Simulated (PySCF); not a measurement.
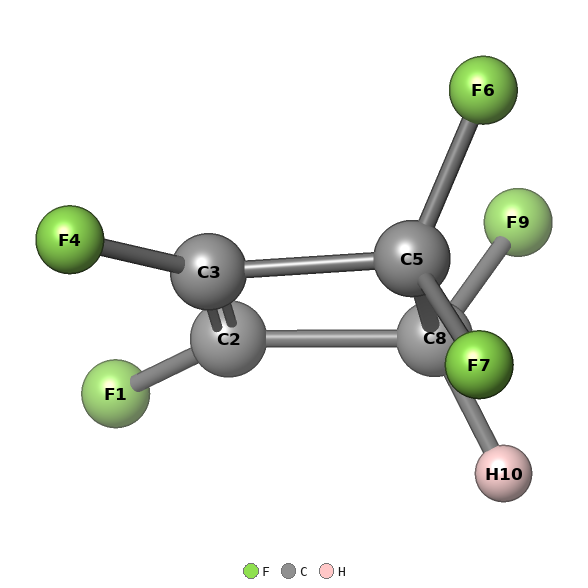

Atoms fade into the background with distance from the viewer. The computed structure is the end point of a PBE0-D3(BJ)/def2-SVP optimisation. No frequency run is at hand to confirm it as a minimum.

> What is the conformation of the ring C2–C3–C5–C8?

It is planar. The Cremer–Pople amplitude Q is 0.01 Å.

> Give the torsion angles round the ring, beginning with the bond from its second to its third atom.

−1°, 0°, −1°, 1°.
